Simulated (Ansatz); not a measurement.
Input

```
crystal:
  periodic: [false, false, false]
  atoms:
    - {symbol: C, position_ang: [0.247585, 0.408920, -1.557191]}
    - {symbol: C, position_ang: [-0.741626, -0.467680, -1.477773]}
    - {symbol: H, position_ang: [0.095120, 1.461106, -1.342578]}
    - {symbol: H, position_ang: [1.251684, 0.109935, -1.837943]}
    - {symbol: H, position_ang: [-0.589515, -1.519867, -1.692339]}
    - {symbol: H, position_ang: [-1.746024, -0.168184, -1.198081]}
    - {symbol: Sb, position_ang: [0.164514, -0.611903, 2.064509]}
    - {symbol: H, position_ang: [1.566269, 0.176025, 1.494581]}
    - {symbol: H, position_ang: [0.526663, -0.186628, 3.684309]}
    - {symbol: H, position_ang: [-0.774671, 0.798275, 1.862607]}
basis:
  gaussian: {orbitals: "def2-TZVPPD.json"}
hamiltonian: {xc: pbe0, dispersion: d4}
output: {orbitals: {seedname: orbitals}}
```

Run with:

```sh
ansatz run in.yaml --threads 4 --pin off --events-out ev --progress --plain --max-ram 9574MiB
```

Geometry: PBE0-D4/def2-TZVP; core potentials replace the inner electrons of Sb.

Method: RKS PBE0-D4/def2-TZVPPD (Ansatz).

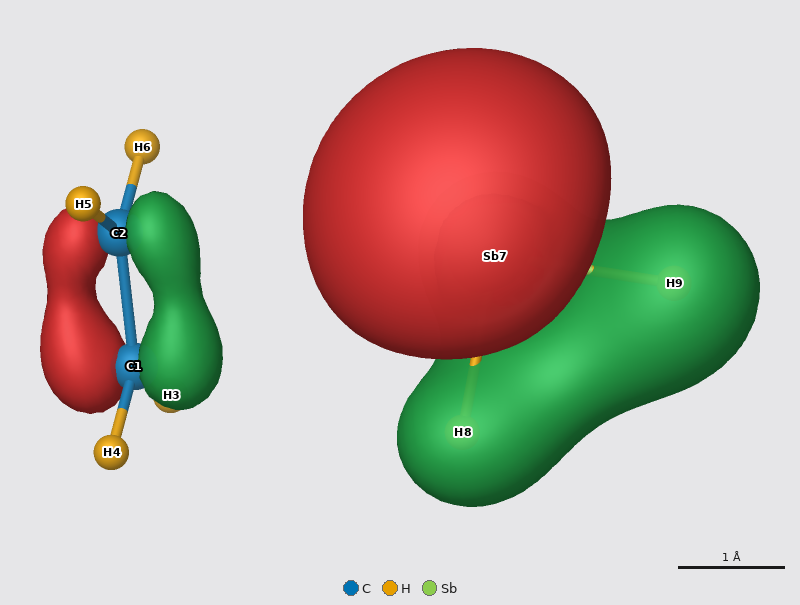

C2H4···H3Sb (SMILES C=C.[SbH3]). One frontier orbital at ±0.1 Å⁻³ᐟ² (green and red are the two phases), seen across its widest extent.

**Which orbital is it: HOMO or LUMO?**

The HOMO, at −7.32 eV. It lies mainly on Sb7 (about 70 %), H9 (about 10 %) and H10 (about 5 %).
